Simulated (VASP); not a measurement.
## Pd: cell size against the level of theory

How close do the usual functionals, with and without dispersion, come to the cell of Pd? The levels: PBE, LDA, r2SCAN and PBE + D3(BJ). The start is a cell from a database of measured crystal structures.

Main program and level: VASP 6.6.1; PBE; plane waves and PAW (Pd), in the first sound run; inputs show where later runs differ.

The experiments to compare with:

For Pd, face-centred cubic (pure Pd, 293.15 K), “Dislocation healing during hydrogen absorption and desorption in palladium” (2022, arxiv:2204.14071) quotes earlier work: lattice constant a (a of Pd at 20 C, earlier published value) 3.8902 ± 0.0006 Å [literature evaluation of collated data, not a single measurement; authors consider their …].

### Step 1. Set-up

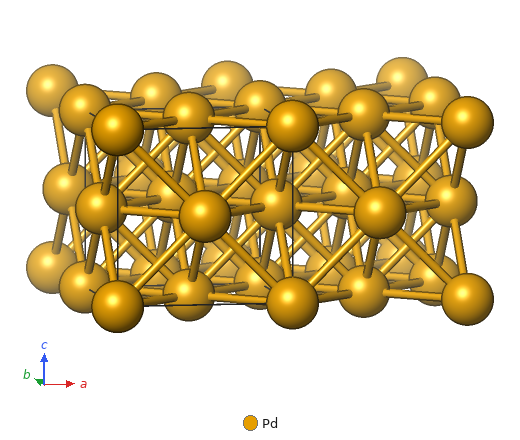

The cell as given, slightly off an axis (palladium orange). 2×2×1 cells are drawn. This picture shows the conventional cell, with its axes. Some periodic images of atoms are drawn too.

Structure file:

```cif
data_structure
_symmetry_space_group_name_H-M 'Fm-3m'
_symmetry_Int_Tables_number 225
_cell_length_a 3.9000
_cell_length_b 3.9000
_cell_length_c 3.9000
_cell_angle_alpha 90.000
_cell_angle_beta 90.000
_cell_angle_gamma 90.000
_cell_volume 59.32
loop_
_atom_site_label
_atom_site_type_symbol
_atom_site_symmetry_multiplicity
_atom_site_Wyckoff_symbol
_atom_site_fract_x
_atom_site_fract_y
_atom_site_fract_z
_atom_site_occupancy
Pd1 Pd 4 a 0.00000 0.00000 0.00000 1
```

### Step 2. Relaxation with PBE

The start need not lie at this functional's minimum. ISIF = 3 frees volume, shape and positions, and EDIFFG sets the threshold on forces and stress at which the search stops. PBE, the usual starting point, adds the gradient of the density.

INCAR reads:

```
SYSTEM = Pd
PREC = Accurate
ENCUT = 520
EDIFF = 1E-06
NELM = 100
ISMEAR = -1
SIGMA = 0.05
LREAL = .FALSE.
ALGO = Normal
GGA = PE
NBANDS = 11
LASPH = .TRUE.
LORBIT = 11
LWAVE = .FALSE.
LCHARG = .FALSE.
KPAR = 2
IBRION = 2
NSW = 60
ISIF = 3
EDIFFG = -0.01
```

POSCAR reads:

```
Pd
1.0
    0.0000000000      1.9500000000      1.9500000000
    1.9500000000      0.0000000000      1.9500000000
    1.9500000000      1.9500000000      0.0000000000
Pd
1
Direct
    0.0000000000      0.0000000000      0.0000000000
```

KPOINTS reads:

```
Automatic mesh
0
Gamma
10 10 10
0 0 0
```

The projector-augmented-wave data sets are Pd (PBE family, release 64).

On the command line:

```console
$ mpirun -np 2 vasp_std
```

Output:

```text
[banner, memory and clock lines left out]
running    2 mpi-ranks, on    1 nodes
 distrk:  each k-point on    1 cores,    2 groups
 distr:  one band on    1 cores,    1 groups

 POSCAR found type information on POSCAR Pd
 POSCAR found :  1 types and       1 ions
 LDA part: xc-table for (Slater+PW92), standard interpolation
 POSCAR, INCAR and KPOINTS ok, starting setup
 FFT: planning ... GRIDC
 FFT: planning ... GRID_SOFT
 FFT: planning ... GRID
 WAVECAR not read
 entering main loop
       N       E                     dE             d eps       ncg     rms          rms(c)
DAV:   1     0.439340753693E+02    0.43934E+02   -0.52716E+03  1042   0.870E+02
DAV:   2    -0.484951003933E+01   -0.48784E+02   -0.47236E+02  1181   0.185E+02
DAV:   3    -0.549641402698E+01   -0.64690E+00   -0.64506E+00  1242   0.224E+01
DAV:   4    -0.549933789590E+01   -0.29239E-02   -0.29236E-02  1233   0.162E+00
DAV:   5    -0.549937049108E+01   -0.32595E-04   -0.32596E-04  1377   0.151E-01    0.763E+00
DAV:   6    -0.524414455750E+01    0.25523E+00   -0.10191E+00  1271   0.826E+00    0.373E+00
DAV:   7    -0.523369133075E+01    0.10453E-01   -0.23168E-02  1395   0.104E+00    0.190E+00
DAV:   8    -0.523019159653E+01    0.34997E-02   -0.12250E-03  1277   0.302E-01    0.851E-02
DAV:   9    -0.523017614703E+01    0.15449E-04   -0.90023E-05  1308   0.812E-02    0.243E-02
DAV:  10    -0.523018062458E+01   -0.44775E-05   -0.58890E-06  1284   0.219E-02    0.638E-03
DAV:  11    -0.523018004056E+01    0.58402E-06   -0.65205E-08   850   0.256E-03
   1 F= -.52301800E+01 E0= -.52226343E+01  d E =-.523018E+01
 curvature:   0.00 expect dE= 0.000E+00 dE for cont linesearch  0.000E+00
 trial: gam= 0.00000 g(F)=  0.000E+00 g(S)=  0.381E-01 ort = 0.000E+00 (trialstep = 0.100E+01)
 search vector abs. value=  0.381E-01
 bond charge predicted
       N       E                     dE             d eps       ncg     rms          rms(c)
DAV:   1    -0.591604744359E+01   -0.68587E+00   -0.12558E+01  1175   0.345E+01    0.557E+00
DAV:   2    -0.522447379424E+01    0.69157E+00   -0.34516E+00  1199   0.138E+01    0.196E+00
DAV:   3    -0.522303604226E+01    0.14378E-02   -0.19820E-02  1300   0.909E-01    0.120E+00
DAV:   4    -0.522345237737E+01   -0.41634E-03   -0.59756E-03  1243   0.626E-01    0.822E-02
DAV:   5    -0.522354168311E+01   -0.89306E-04   -0.23729E-04  1486   0.847E-02    0.308E-02
DAV:   6    -0.522356232430E+01   -0.20641E-04   -0.44962E-06  1249   0.216E-02    0.138E-02
DAV:   7    -0.522356032902E+01    0.19953E-05   -0.70928E-07  1218   0.338E-03    0.704E-04
DAV:   8    -0.522356038361E+01   -0.54588E-07   -0.19863E-08   802   0.110E-03
   2 F= -.52235604E+01 E0= -.52148667E+01  d E =0.661966E-02
 trial-energy change:    0.006620  1 .order    0.004742   -0.038070    0.047555
 step:   0.4127(harm=  0.4446)  dis= 0.00000  next Energy=    -5.237904 (dE=-0.772E-02)
 bond charge predicted
       N       E                     dE             d eps       ncg     rms          rms(c)
DAV:   1    -0.547341187133E+01   -0.24985E+00   -0.42084E+00  1166   0.197E+01    0.332E+00
DAV:   2    -0.523816592749E+01    0.23525E+00   -0.10994E+00  1196   0.819E+00    0.620E-01
DAV:   3    -0.523743968931E+01    0.72624E-03   -0.88358E-03  1365   0.601E-01    0.386E-01
DAV:   4    -0.523777421818E+01   -0.33453E-03   -0.25291E-03  1250   0.362E-01    0.489E-02
DAV:   5    -0.523776433268E+01    0.98855E-05   -0.24771E-05  1257   0.437E-02    0.243E-02
DAV:   6    -0.523776629656E+01   -0.19639E-05   -0.18260E-06  1298   0.104E-02    0.138E-03
DAV:   7    -0.523776644511E+01   -0.14855E-06   -0.52577E-08   856   0.156E-03
   3 F= -.52377664E+01 E0= -.52297645E+01  d E =-.758640E-02
 curvature:  -0.22 expect dE=-0.360E-06 dE for cont linesearch -0.360E-06
 trial: gam= 0.00000 g(F)=  0.264E-63 g(S)=  0.162E-05 ort =-0.249E-03 (trialstep = 0.883E+00)
 search vector abs. value=  0.162E-05
 reached required accuracy - stopping structural energy minimisation
```

Run time: 7.6 s. Hardware: 2 MPI ranks of Intel Xeon Platinum 8488C (Sapphire Rapids), shared host; peak memory 0.27 GiB.

Lines that name or quote the potential files are left out of all logs, and their timing lines are given in words.

Parts of OUTCAR (step 2):

```text
ion  position               nearest neighbor table
   1  0.000  0.000  0.000-

  LATTYP: Found a face centered cubic cell.
 ALAT       =     3.9000000000

 Subroutine GETGRP returns: Found 48 space group operations
 (whereof 48 operations were pure point group operations)

The static configuration has the point symmetry O_h .

 Found     47 irreducible k-points:

   k-points           NKPTS =     47   k-points in BZ     NKDIM =     47   number of bands    NBANDS=     11

   dimension x,y,z NGX =    24 NGY =   24 NGZ =   24
   dimension x,y,z NGXF=    48 NGYF=   48 NGZF=   48

   ENCUT  =  520.0 eV  38.22 Ry    6.18 a.u.   5.13  5.13  5.13*2*pi/ulx,y,z

   NELECT =      10.0000    total number of electrons

 k-points in reciprocal lattice and weights: Automatic mesh
   0.00000000  0.00000000  0.00000000       0.001
   0.10000000  0.00000000  0.00000000       0.008
   0.20000000  0.00000000  0.00000000       0.008
   0.30000000  0.00000000  0.00000000       0.008
   0.40000000  0.00000000  0.00000000       0.008
   0.50000000  0.00000000  0.00000000       0.004
   0.10000000  0.10000000  0.00000000       0.006
   0.20000000  0.10000000  0.00000000       0.024
   0.30000000  0.10000000  0.00000000       0.024
[...]
-0.30000000  0.40000000  0.20000000       0.024
  -0.30000000  0.50000000  0.20000000       0.012

 average (electrostatic) potential at core
       1 -70.9980

 E-fermi :   9.2002

 k-point     1 :       0.0000    0.0000    0.0000
  band No.  band energies     occupation
    ...
      2       6.5137      2.00000
      3       6.5137      2.00000
      4       6.5137      2.00000
      5       8.0309      2.00000
      6       8.0309      2.00000
      7      26.3591      0.00000
      8      30.9305      0.00000
      9      30.9305      0.00000
     10      30.9305      0.00000
     11      35.5161      0.00000

 k-point     2 :       0.1000    0.0000    0.0000
  band No.  band energies     occupation
    ...
      2       6.4032      2.00000
      3       6.6256      2.00000
      4       6.6256      2.00000
      5       7.9834      2.00000
      6       7.9834      2.00000
      7      26.6505      0.00000
      8      28.9638      0.00000
      9      31.2997      0.00000
     10      31.2997      0.00000
     11      35.6976      0.00000

 k-point     3 :       0.2000    0.0000    0.0000
  band No.  band energies     occupation
    ...
      2       6.2954      2.00000
      3       6.7962      2.00000
      4       6.7962      2.00000
      5       8.0171      2.00000
      6       8.0171      2.00000
      7      25.1871      0.00000
      8      27.5170      0.00000
      9      32.1373      0.00000
     10      32.1373      0.00000
     11      34.6539      0.00000

  Total       -0.0033498     -0.0033498     -0.0033498      0.0000000      0.0000000      0.0000000
  in kB       -0.3510368     -0.3510368     -0.3510368      0.0000000      0.0000000      0.0000000
  external PRESSURE =      -0.3510368 kB  Pullay stress =       0.0000000 kB

  energy-cutoff  :      520.00
  volume of cell :       15.29
      direct lattice vectors                 reciprocal lattice vectors
    -0.000000000  1.969913515  1.969913515    -0.253818249  0.253818249  0.253818249
     1.969913515  0.000000000  1.969913515     0.253818249 -0.253818249  0.253818249
     1.969913515  1.969913515  0.000000000     0.253818249  0.253818249 -0.253818249

 POSITION                                       TOTAL-FORCE (eV/Angst)
 -----------------------------------------------------------------------------------
      0.00000      0.00000      0.00000        -0.000000      0.000000     -0.000000
 -----------------------------------------------------------------------------------
    total drift:                               -0.000000      0.000000      0.000000

  FREE ENERGIE OF THE ION-ELECTRON SYSTEM (eV)
  ---------------------------------------------------
  free  energy   TOTEN  =        -5.2377664451 eV

  energy  without entropy=       -5.2217624740  energy(sigma->0) =       -5.22976446

 reached required accuracy - stopping structural energy minimisation

 total charge
# of ion       s       p       d       tot
------------------------------------------
    1        0.470   0.440   8.459   9.369

[... 3 further parts left out ...]
```

CONTCAR:

```
Pd
   1.00000000000000
    -0.0000000000000000    1.9699135152012390    1.9699135152012390
     1.9699135152012390    0.0000000000000000    1.9699135152012390
     1.9699135152012390    1.9699135152012390    0.0000000000000000
  Pd
     1
Direct
     0.0000000000000000    0.0000000000000000    0.0000000000000000
```

The k-mesh is coarse for a metal. The run keeps the 48 symmetry operations of its start, so it cannot find a distortion of lower symmetry.

The steps of the relaxation:

```tsv
step	energy less that of the first step (eV)	largest force (eV/Å)	pressure (GPa)	volume (Å³)
1	0.0000	0.0000	5.54	14.83
2	0.0066	0.0000	-6.43	15.96
3	-0.0076	0.0000	-0.04	15.29
```

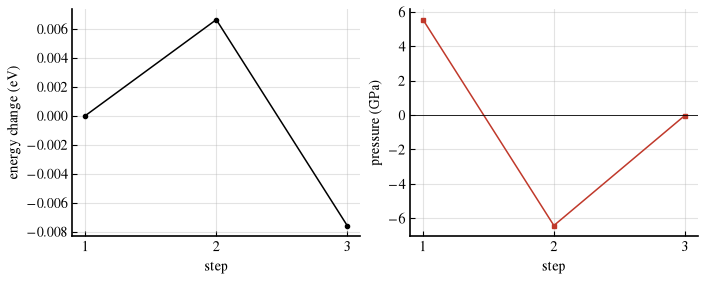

Energy and pressure along the relaxation.

```tsv
conventional cell, symmetrised	before	after	change
a (Å)	3.900	3.940	+1.0 %
b (Å)	3.900	3.940	+1.0 %
c (Å)	3.900	3.940	+1.0 %
volume (Å³/atom)	14.83	15.29	+3.1 %
```

Final coordinates:

```cif
data_structure
_symmetry_space_group_name_H-M 'P 1'
_symmetry_Int_Tables_number 1
_cell_length_a 2.7859
_cell_length_b 2.7859
_cell_length_c 2.7859
_cell_angle_alpha 60.000
_cell_angle_beta 60.000
_cell_angle_gamma 60.000
_cell_volume 15.29
loop_
_atom_site_label
_atom_site_type_symbol
_atom_site_fract_x
_atom_site_fract_y
_atom_site_fract_z
_atom_site_occupancy
Pd1 Pd 0.00000 0.00000 0.00000 1
```

This step gave:

| Item | Value |
| --- | --- |
| electrons | 10 |
| bands | 11 |
| irreducible k-points | 47 |
| symmetry operations | 48 |
| free energy (TOTEN) | -5.238 eV |
| energy at zero smearing | -5.230 eV |
| Fermi energy | 9.200 eV |
| pressure | -0.03510 GPa |
| metallic | yes |
| SCF cycles over all ionic steps | 26 |

It ends with forces that vanish by symmetry and a pressure of -0.04 GPa. The volume lies +3.1 % from that of the database's start. The conventional cell has a = 3.940 Å.

### Step 3. Relaxation with LDA

This step: LDA; plane waves and PAW (Pd) (VASP 6.6.1).

LDA, the lowest rung, knows the local density alone.

Edit INCAR of step 2 so:

```diff
@@ -9,3 +9,3 @@
 ALGO = Normal
-GGA = PE
+GGA = CA
 NBANDS = 11
```

POSCAR is that of step 2.

KPOINTS is that of step 2.

On the command line:

```console
$ mpirun -np 2 vasp_std
```

Output:

```text
[banner, memory and clock lines left out]
running    2 mpi-ranks, on    1 nodes
 distrk:  each k-point on    1 cores,    2 groups
 distr:  one band on    1 cores,    1 groups

 POSCAR found type information on POSCAR Pd
 POSCAR found :  1 types and       1 ions
|                                                                             |
|               ----> ADVICE to this user running VASP <----                  |
|                                                                             |
|     You enforced a specific xc type in the INCAR file but a different       |
|     [... a line on the potential file left out ...]
|     I HOPE YOU KNOW WHAT YOU ARE DOING!                                     |
|                                                                             |

 LDA part: xc-table for (Slater(with rela. corr.)+CA(PZ))
 , standard interpolation
 POSCAR, INCAR and KPOINTS ok, starting setup
 FFT: planning ... GRIDC
 FFT: planning ... GRID_SOFT
 FFT: planning ... GRID
 WAVECAR not read
 entering main loop
       N       E                     dE             d eps       ncg     rms          rms(c)
DAV:   1     0.425383325150E+02    0.42538E+02   -0.52487E+03  1042   0.870E+02
DAV:   2    -0.632622614315E+01   -0.48865E+02   -0.47314E+02  1178   0.185E+02
DAV:   3    -0.698281105806E+01   -0.65658E+00   -0.65484E+00  1236   0.225E+01
DAV:   4    -0.698572715934E+01   -0.29161E-02   -0.29158E-02  1219   0.161E+00
DAV:   5    -0.698575949652E+01   -0.32337E-04   -0.32337E-04  1355   0.152E-01    0.871E+00
DAV:   6    -0.653870500493E+01    0.44705E+00   -0.19641E+00  1265   0.113E+01    0.343E+00
DAV:   7    -0.652805895204E+01    0.10646E-01   -0.33789E-02  1368   0.114E+00    0.182E+00
DAV:   8    -0.652296193347E+01    0.50970E-02   -0.17221E-03  1302   0.405E-01    0.863E-02
DAV:   9    -0.652293953134E+01    0.22402E-04   -0.13025E-04  1412   0.979E-02    0.135E-02
DAV:  10    -0.652294318989E+01   -0.36586E-05   -0.22452E-06  1309   0.116E-02    0.897E-03
DAV:  11    -0.652294304111E+01    0.14878E-06   -0.10591E-07   859   0.210E-03
   1 F= -.65229430E+01 E0= -.65154308E+01  d E =-.652294E+01
 curvature:   0.00 expect dE= 0.000E+00 dE for cont linesearch  0.000E+00
 trial: gam= 0.00000 g(F)=  0.000E+00 g(S)=  0.101E+00 ort = 0.000E+00 (trialstep = 0.100E+01)
 search vector abs. value=  0.101E+00
 bond charge predicted
       N       E                     dE             d eps       ncg     rms          rms(c)
DAV:   1    -0.824041357634E+01   -0.17175E+01   -0.32600E+01  1178   0.556E+01    0.117E+01
DAV:   2    -0.649138233670E+01    0.17490E+01   -0.63770E+00  1196   0.214E+01    0.142E+00
DAV:   3    -0.647199103898E+01    0.19391E-01   -0.21523E-01  1394   0.294E+00    0.808E-01
DAV:   4    -0.647358022917E+01   -0.15892E-02   -0.15908E-02  1260   0.889E-01    0.143E-01
DAV:   5    -0.647438525112E+01   -0.80502E-03   -0.11635E-03  1513   0.187E-01    0.514E-02
DAV:   6    -0.647440695176E+01   -0.21701E-04   -0.97409E-06  1292   0.230E-02    0.293E-03
DAV:   7    -0.647440671336E+01    0.23841E-06   -0.93064E-07   956   0.795E-03
   2 F= -.64744067E+01 E0= -.64685723E+01  d E =0.485363E-01
[...]
3 F= -.65421927E+01 E0= -.65353033E+01  d E =-.192497E-01
 curvature:  -0.16 expect dE=-0.106E-04 dE for cont linesearch -0.106E-04
 ZBRENT: interpolating
 opt :   0.3677  next Energy=    -6.542203 (dE=-0.193E-01)
 bond charge predicted
       N       E                     dE             d eps       ncg     rms          rms(c)
DAV:   1    -0.654230583255E+01   -0.11339E-03   -0.19455E-03  1175   0.431E-01    0.713E-02
DAV:   2    -0.654220448697E+01    0.10135E-03   -0.45447E-04  1190   0.168E-01    0.163E-02
DAV:   3    -0.654220349729E+01    0.98968E-06   -0.44142E-06  1229   0.143E-02
   4 F= -.65422035E+01 E0= -.65353268E+01  d E =-.192605E-01
 curvature:  -0.15 expect dE=-0.387E-07 dE for cont linesearch -0.387E-07
 trial: gam=-0.00162 g(F)=  0.000E+00 g(S)=  0.265E-06 ort = 0.164E-03 (trialstep = 0.874E+00)
 search vector abs. value=  0.101E-09
 reached required accuracy - stopping structural energy minimisation
```

Wall time 7.2 s (2 MPI ranks); peak memory 0.26 GiB; 13 s of CPU time.

OUTCAR, selected parts (step 3):

```text
The static configuration has the point symmetry O_h .

 Found     47 irreducible k-points:

   NELECT =      10.0000    total number of electrons

 E-fermi :  10.1882

 k-point     1 :       0.0000    0.0000    0.0000
  band No.  band energies     occupation
    ...
      2       7.1038      2.00000
      3       7.1038      2.00000
      4       7.1038      2.00000
      5       8.8607      2.00000
      6       8.8607      2.00000
      7      27.3302      0.00000
      8      32.2735      0.00000
      9      32.2735      0.00000
     10      32.2735      0.00000
     11      35.9771      0.00000

 k-point     2 :       0.1000    0.0000    0.0000
  band No.  band energies     occupation
    ...
      2       6.9749      2.00000
      3       7.2306      2.00000
      4       7.2306      2.00000
      5       8.8036      2.00000
      6       8.8036      2.00000
      7      27.7227      0.00000
      8      30.3091      0.00000
      9      32.7245      0.00000
     10      32.7245      0.00000
     11      36.0343      0.00000

  Total       -0.0013525     -0.0013525     -0.0013525      0.0000000      0.0000000      0.0000000
  in kB       -0.1528184     -0.1528184     -0.1528184      0.0000000      0.0000000      0.0000000
  external PRESSURE =      -0.1528184 kB  Pullay stress =       0.0000000 kB

  energy-cutoff  :      520.00
  volume of cell :       14.18
      direct lattice vectors                 reciprocal lattice vectors
     0.000000000  1.921099266  1.921099266    -0.260267654  0.260267654  0.260267654
     1.921099266 -0.000000000  1.921099266     0.260267654 -0.260267654  0.260267654
     1.921099266  1.921099266  0.000000000     0.260267654  0.260267654 -0.260267654

 POSITION                                       TOTAL-FORCE (eV/Angst)
 -----------------------------------------------------------------------------------
      0.00000      0.00000      0.00000         0.000000      0.000000      0.000000
 -----------------------------------------------------------------------------------
    total drift:                               -0.000000      0.000000     -0.000000

  FREE ENERGIE OF THE ION-ELECTRON SYSTEM (eV)
  ---------------------------------------------------
  free  energy   TOTEN  =        -6.5422034973 eV

  energy  without entropy=       -6.5284500378  energy(sigma->0) =       -6.53532677

 total charge
# of ion       s       p       d       tot
------------------------------------------
    1        0.488   0.521   8.503   9.512

[... 8 parts as in an earlier step ...]

[... 5 further parts left out ...]
```

The PAW data sets were made with PBE, though LDA sets exist; this is a small mismatch.

Relaxation path:

```tsv
step	energy less that of the first step (eV)	largest force (eV/Å)	pressure (GPa)	volume (Å³)
1	0.0000	0.0000	-9.03	14.83
2	0.0485	0.0000	22.07	13.11
3	-0.0193	0.0000	-0.24	14.19
4	-0.0193	0.0000	-0.02	14.18
```

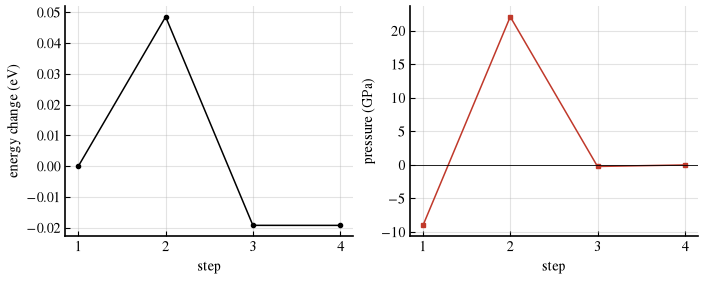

Energy and pressure along the relaxation.

```tsv
conventional cell, symmetrised	before	after	change
a (Å)	3.900	3.842	-1.5 %
b (Å)	3.900	3.842	-1.5 %
c (Å)	3.900	3.842	-1.5 %
volume (Å³/atom)	14.83	14.18	-4.4 %
```

Final coordinates:

```cif
data_structure
_symmetry_space_group_name_H-M 'P 1'
_symmetry_Int_Tables_number 1
_cell_length_a 2.7168
_cell_length_b 2.7168
_cell_length_c 2.7168
_cell_angle_alpha 60.000
_cell_angle_beta 60.000
_cell_angle_gamma 60.000
_cell_volume 14.18
loop_
_atom_site_label
_atom_site_type_symbol
_atom_site_fract_x
_atom_site_fract_y
_atom_site_fract_z
_atom_site_occupancy
Pd1 Pd 0.00000 0.00000 0.00000 1
```

This step gave:

```
free energy (TOTEN)             : -6.542 eV
energy at zero smearing         : -6.535 eV
Fermi energy                    : 10.19 eV
pressure                        : -0.01528 GPa
SCF cycles over all ionic steps : 28
```

It ends at 14.18 Å³/atom, -4.4 % from the start, with -0.02 GPa left. The conventional cell has a = 3.842 Å.

[end of part 1 of 2]

[Lines on the potential files, build, host, timing and source positions are cut from VASP's logs without a mark.]

[Logs are printed without paths, hosts, clocks, repeated set-up lines and the standing remarks that a program may print on its own settings, such as how far it seeks lower states.]

[Hosts, paths, dates, database ids (printed as entryN), source tags and the programs' standing remarks are cut or masked in the printed files.]

[A measured line is paired with the nearest computed mode of its activity, which favours agreement.]
